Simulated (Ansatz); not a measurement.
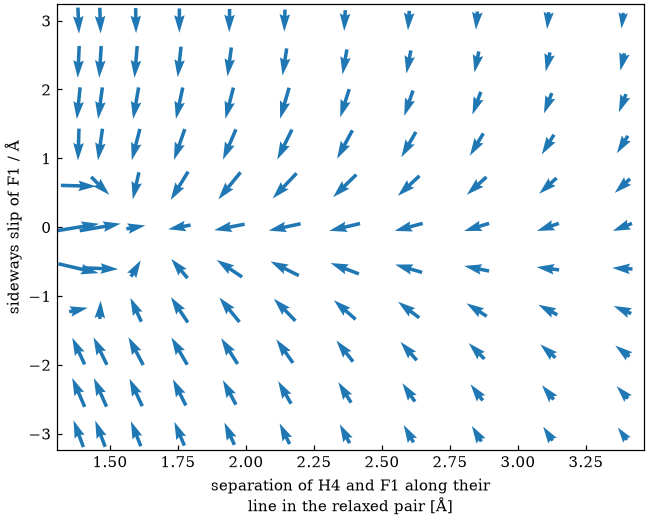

The pair F···CH₃Cl, charge −1. 
- The first coordinate is: separation of H4 and F1 along their line in the relaxed pair; the second: sideways slip of F1.
- Nothing is relaxed (both partners rigid).
- Grid: 11 × 11 points.
- Points are written as (first, second).
- Method: RKS B3LYP-D4/def2-TZVPD in Ansatz 0.2.0.

Drawn: arrows along the force (downhill), their lengths compressed.

Q: The arrows alone are given. Where is the energy lowest?

A: The arrows converge at about (1.650 Å, 0.0 Å) (read from the interpolated surface).

The energy map of the same scan:

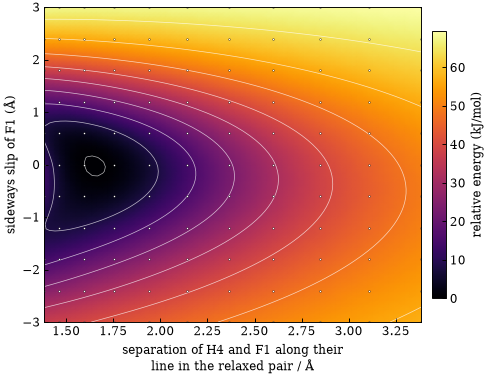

Energies are in kJ/mol, from the lowest grid point; between grid points the surface is interpolated.
